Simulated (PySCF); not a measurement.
**PdSBr2: singlet, from a T-shaped (ligand arrangement 1) start**

Aim: relax PdSBr2 as a singlet from a T-shaped (ligand arrangement 1) start, check by its vibrations whether the end is a minimum, and collect its spectrum and constants.

Computed with PySCF 2.14.0. Level: B3LYP, basis Pd def2-SVP with ECP28, S def2-SVP, Br def2-SVP, scalar-relativistic core potentials, no spin–orbit coupling, density fitting.

## Step 1: The system as given

4 atoms, charge 0, spin multiplicity 1.

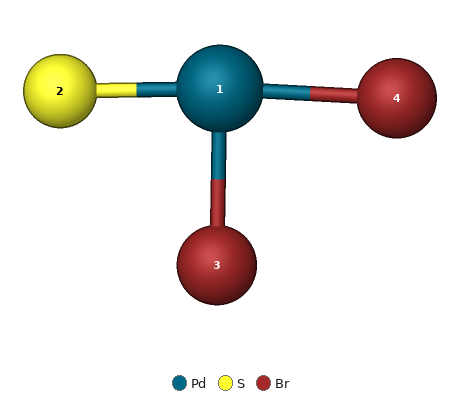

The starting geometry (palladium blue, sulfur yellow, bromine red); atoms are numbered from 1 in the order of the file.

Coordinates in bohr (charge 0 multiplicity 1):
```
Pd    0.0000    0.0000    0.0000
S    -3.9849    0.0000    0.1391
Br    0.0000    0.0000    4.4220
Br    4.4193    0.0000    0.1544
```

## Step 2: First SCF at the start

The steps below are one call of a driver around PySCF. For each, scf.py gives the equivalent set-up of the SCF; relaxations use the driver's own optimiser. After this first run the driver tries any further starts and a stability analysis.

The input, scf.py:

```python
from pyscf import gto, scf, dft
mol = gto.M(atom='''
Pd     0.000000     0.000000     0.000000
S     -2.108700     0.000000     0.073600
Br     0.000000     0.000000     2.340000
Br     2.338600     0.000000     0.081700''',
    basis={'Pd': 'def2-SVP', 'S': 'def2-SVP', 'Br': 'def2-SVP'},
    ecp={'Pd': 'def2-SVP'},
    charge=0, spin=0)
mf = dft.RKS(mol, xc='B3LYP')
mf.grids.atom_grid = (50, 194)
aux = {'Pd': 'def2-universal-JKFIT', 'S': 'def2-universal-JKFIT', 'Br': 'def2-universal-JKFIT'}
mf = mf.density_fit(auxbasis=aux)
mf.conv_tol = 1e-08
mf.diis_space = 10
mf.max_cycle = 60
mf.init_guess = 'minao'
mf.verbose = 4
mf.kernel()
```

Started as:

```console
$ OMP_NUM_THREADS=2 python axn.py task.json out
```

Output (excerpt; [...] marks lines left out):

```text
[... the frontier levels of the middle cycles are left out ...]
init E= -5660.93930456157
  HOMO = -0.585254261323112  LUMO = -0.571956301493473  gap/eV = 0.36186
cycle= 1 E= -5672.05236544934  delta_E= -11.1  |g|= 2.23  |ddm|= 4.96
  HOMO = 0.12598691919223  LUMO = 0.137302771946005  gap/eV = 0.30792
cycle= 2 E= -5652.50137041379  delta_E= 19.6  |g|= 5.91  |ddm|=   14
  HOMO = -0.277947795501493  LUMO = -0.238503669467622  gap/eV = 1.07333
cycle= 3 E= -5672.33005745107  delta_E= -19.8  |g|= 1.77  |ddm|= 13.5
cycle= 4 E= -5671.5802057078  delta_E= 0.75  |g|= 2.18  |ddm|= 4.12
cycle= 5 E= -5672.57560625352  delta_E= -0.995  |g|= 1.52  |ddm|= 3.37
cycle= 6 E= -5673.62106842282  delta_E= -1.05  |g|= 0.616  |ddm|= 3.08
cycle= 7 E= -5673.70796812623  delta_E= -0.0869  |g|= 0.268  |ddm|= 0.582
cycle= 8 E= -5673.72302538046  delta_E= -0.0151  |g|= 0.211  |ddm|= 0.314
cycle= 9 E= -5673.7317746271  delta_E= -0.00875  |g|= 0.0987  |ddm|= 0.153
cycle= 10 E= -5673.73349450391  delta_E= -0.00172  |g|= 0.0499  |ddm|= 0.0725
cycle= 11 E= -5673.73401051113  delta_E= -0.000516  |g|= 0.0213  |ddm|= 0.0856
cycle= 12 E= -5673.73420141771  delta_E= -0.000191  |g|= 0.00394  |ddm|= 0.0346
cycle= 13 E= -5673.73420369832  delta_E= -2.28e-06  |g|= 0.00288  |ddm|= 0.0061
cycle= 14 E= -5673.73420698057  delta_E= -3.28e-06  |g|= 0.000397  |ddm|= 0.00504
cycle= 15 E= -5673.73420725192  delta_E= -2.71e-07  |g|= 0.00026  |ddm|= 0.00322
cycle= 16 E= -5673.7342073165  delta_E= -6.46e-08  |g|= 8.09e-05  |ddm|= 0.00158
cycle= 17 E= -5673.73420732123  delta_E= -4.73e-09  |g|= 3.02e-05  |ddm|= 0.00048
  HOMO = -0.25747967514888  LUMO = -0.225634163468451  gap/eV = 0.86656
Extra cycle  E= -5673.73420731853  delta_E= 2.7e-09  |g|= 0.00011  |ddm|= 0.000139
converged SCF energy = -5673.73420731853
```

This step, with its further starts and checks, ran for 35 s (2 threads of Arm Neoverse V1, shared host).

Energies from each starting density:

| start | energy (Eh) |
| --- | --- |
| the minimal-basis guess | -5673.734207 |
| a thermally smeared density | -5673.734207 |
| a smeared PBE density | -5673.734207 |

The first run landed in a state that is too high. Following the other starts and the instabilities gains 0.3 kJ/mol (-5673.73434 Eh), and the work goes on from there.

## Step 3: Relaxing the singlet from the T-shaped (ligand arrangement 1) start

The program finds Cs symmetry in the start, which this walk keeps. Threshold on the gradient: 0.0003 Eh/bohr, with a further test on the energy change.

scf.py: that of step 2 with these lines changed.

```diff
@@ -3,4 +3,4 @@
-Pd     0.000000     0.000000     0.000000
-S     -2.108700     0.000000     0.073600
-Br     0.000000     0.000000     2.340000
-Br     2.338600     0.000000     0.081700''',
+Pd    -0.396125     0.000000    -0.654250
+S     -2.504825     0.000000    -0.580650
+Br    -0.396125     0.000000     1.685750
+Br     1.942475     0.000000    -0.572550''',
@@ -17 +16,0 @@
-mf.init_guess = 'minao'
```

The optimiser's trace:

| step | energy (Eh) | change (kJ/mol) | largest symmetric gradient (Eh/bohr) |
| --- | --- | --- | --- |
| 0 | -5673.734337 | 0.00 | 0.02288 |
| 1 | -5673.739454 | -13.43 | 0.01173 |
| 2 | -5673.743307 | -23.55 | 0.00859 |
| 3 | -5673.743734 | -24.67 | 0.00538 |
| 4 | -5673.744176 | -25.83 | 0.00209 |
| 5 | -5673.744203 | -25.90 | 0.00106 |
| 6 | -5673.744231 | -25.98 | 0.00097 |
| 7 | -5673.744246 | -26.02 | 0.00123 |
| 8 | -5673.744258 | -26.05 | 0.00079 |
| 9 | -5673.744261 | -26.05 | 0.00026 |

The walk took 48 s.

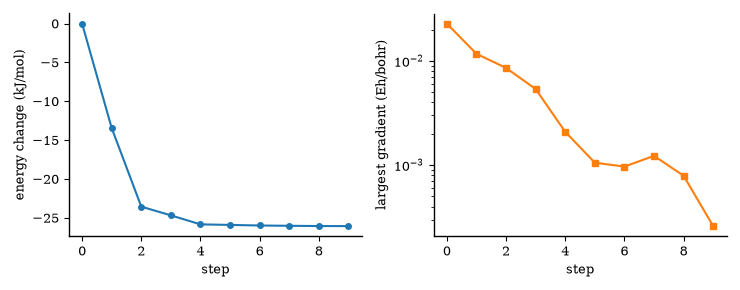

How energy and gradient fall.

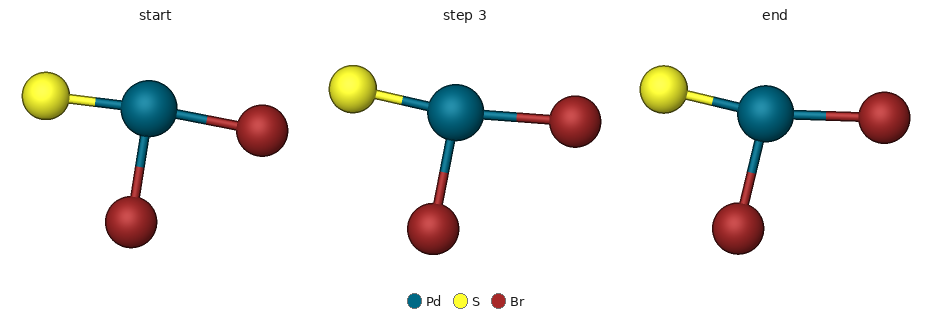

The geometry along the walk, at one scale.

It settles in Cs symmetry, 26.1 kJ/mol below the start, after 9 steps: Pd–Br 2.404 Å, Pd–Br 2.409 Å, Pd–S 2.127 Å; Br–Pd–Br 101.7°, Br–Pd–S 89.9°, Br–Pd–S 168.5°.

## Step 4: Hessian and properties

On the finer grid the gradient is checked again; gradients at displacements of ±0.02 bohr then give force constants and infrared intensities.

scf.py: that of step 3 with these lines changed.

```diff
@@ -3,4 +3,4 @@
-Pd    -0.396125     0.000000    -0.654250
-S     -2.504825     0.000000    -0.580650
-Br    -0.396125     0.000000     1.685750
-Br     1.942475     0.000000    -0.572550''',
+Pd    -0.359112     0.000000    -0.542768
+S     -2.479167     0.000000    -0.707509
+Br    -0.546269     0.000000     1.855915
+Br     2.032331     0.000000    -0.840395''',
@@ -11 +11 @@
-mf.grids.atom_grid = (50, 194)
+mf.grids.atom_grid = (75, 302)
@@ -14 +14 @@
-mf.conv_tol = 1e-08
+mf.conv_tol = 1e-10
```

This SCF starts from the last density.

SCF at the final geometry:

```text
init E= -5673.74435197289
  HOMO = -0.271848909585207  LUMO = -0.231646969746762  gap/eV = 1.09395
cycle= 1 E= -5673.74435197281  delta_E= 7.55e-11  |g|= 1.41e-05  |ddm|= 2.09e-05
  HOMO = -0.271848214965813  LUMO = -0.231645730379264  gap/eV = 1.09397
cycle= 2 E= -5673.74435197055  delta_E= 2.26e-09  |g|= 8.25e-05  |ddm|= 0.000119
  HOMO = -0.27184871165063  LUMO = -0.231646639493282  gap/eV = 1.09395
cycle= 3 E= -5673.74435197288  delta_E= -2.33e-09  |g|= 1.93e-06  |ddm|= 9.99e-05
  HOMO = -0.271848772223785  LUMO = -0.231646743886335  gap/eV = 1.09395
cycle= 4 E= -5673.74435197289  delta_E= -4.55e-12  |g|= 3.68e-07  |ddm|= 2.71e-06
  HOMO = -0.271848783882736  LUMO = -0.231646734785692  gap/eV = 1.09395
Extra cycle  E= -5673.74435197289  delta_E= -1.82e-12  |g|= 1.27e-06  |ddm|= 1.64e-06
converged SCF energy = -5673.74435197289
```

The whole step took 2.2 min.

Geometry: Cs; Pd–Br 2.406 Å, Pd–Br 2.410 Å, Pd–S 2.126 Å; Br–Pd–Br 101.6°, Br–Pd–S 90.0°, Br–Pd–S 168.5°.

Modes, for the most abundant isotopes:

| symmetry | ω (cm⁻¹) | IR (km/mol) | μ (u) |
| --- | --- | --- | --- |
| a'' | 57i | 1.4 | 55.25 |
| a' | 61 | 0.4 | 73.63 |
| a' | 125 | 0.8 | 41.59 |
| a' | 239 | 7.5 | 71.18 |
| a' | 256 | 3.4 | 88.58 |
| a' | 455 | 12.4 | 39.43 |

With 1 mode imaginary (up to 57i cm⁻¹) this point is a saddle.

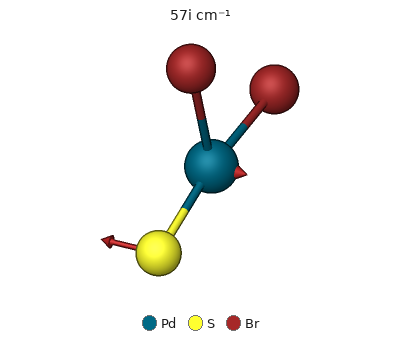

The imaginary mode, as arrows.

Properties at this point:

```
Dipole moment                                                   : 1.88 D
Highest occupied level                                          : -7.40 eV
Lowest empty level                                              : -6.30 eV
Rotational constants                                            : 0.056, 0.02661, 0.01804 cm⁻¹
Zero-point energy (real modes)                                  : 6.8 kJ/mol
Principal polarisabilities                                      : 47.7, 93.3, 155.9 bohr³
Atomisation energy without zero-point energy                    : 558 kJ/mol
Principal traceless quadrupole moments about the centre of mass : -3.87, 1.27, 2.60 D Å
```

Charges (e) and bond orders:

| atom | Mulliken | Löwdin | polar tensor | Mayer order to Pd1 |
| --- | --- | --- | --- | --- |
| Pd1 | 0.04 | -0.72 | 0.55 | – |
| S2 | 0.12 | 0.40 | -0.08 | 1.59 |
| Br3 | -0.07 | 0.18 | -0.14 | 0.99 |
| Br4 | -0.09 | 0.14 | -0.33 | 0.92 |

Outer orbital energies (eV). occupied: -10.32, -9.18, -9.09, -8.56, -8.47, -7.83, -7.78, -7.40; empty: -6.30, -4.93, -0.34, 0.28.

Mulliken populations on Pd1 (outside its core potential): s 2.63, p 6.48, d 8.84, f 0.00.

## Step 5: Downhill along the imaginary mode

The atoms are moved a little along the softest imaginary mode and relaxed again.

The program finds C1 symmetry in the start. The walk stops when the largest gradient is under 0.0003 Eh/bohr and the energy has settled too.

scf.py: that of step 4 with these lines changed.

```diff
@@ -3,4 +3,4 @@
-Pd    -0.359112     0.000000    -0.542768
-S     -2.479167     0.000000    -0.707509
-Br    -0.546269     0.000000     1.855915
-Br     2.032331     0.000000    -0.840395''',
+Pd    -0.359052    -0.157068    -0.542909
+S     -2.479107     0.250000    -0.707650
+Br    -0.546209     0.018274     1.855774
+Br     2.032391     0.091219    -0.840535''',
@@ -11 +11 @@
-mf.grids.atom_grid = (75, 302)
+mf.grids.atom_grid = (50, 194)
@@ -14 +14 @@
-mf.conv_tol = 1e-10
+mf.conv_tol = 1e-08
```

Energy and gradient, step by step:

| step | energy (Eh) | change (kJ/mol) | largest gradient (Eh/bohr) |
| --- | --- | --- | --- |
| 0 | -5673.744654 | 0.00 | 0.01307 |
| 1 | -5673.745486 | -2.18 | 0.00431 |
| 2 | -5673.746220 | -4.11 | 0.00407 |
| 3 | -5673.749542 | -12.83 | 0.01156 |
| 4 | -5673.751474 | -17.91 | 0.00980 |
| 5 | -5673.753081 | -22.13 | 0.00579 |
| 6 | -5673.755064 | -27.33 | 0.01116 |

The walk took 38 s.

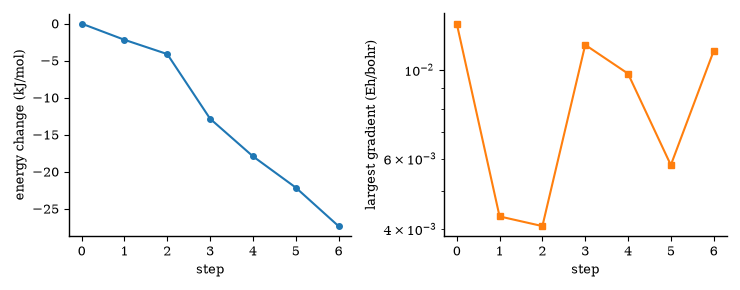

How energy and gradient fall.

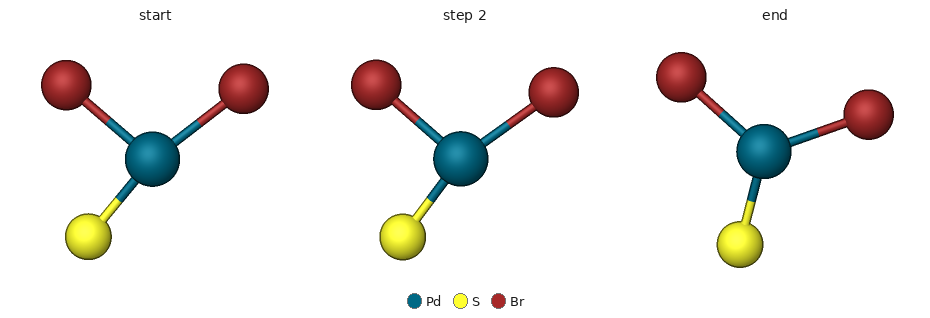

The geometry along the walk, at one scale.

It was stopped by the time limit after 6 steps, so the last geometry (Pd–Br 2.365 Å, Pd–Br 2.369 Å, Pd–S 2.133 Å) is no stationary point.

## Step 6: What came out

```
           quantity  value
        relaxations      2
          converged      1
saddle points found      1
       minima found      0
```

What this shows: No minimum was confirmed: the time limit cut the work short. The Cs point found is a saddle, so the minimum has another shape. Nothing here is shown to be an equilibrium property yet.
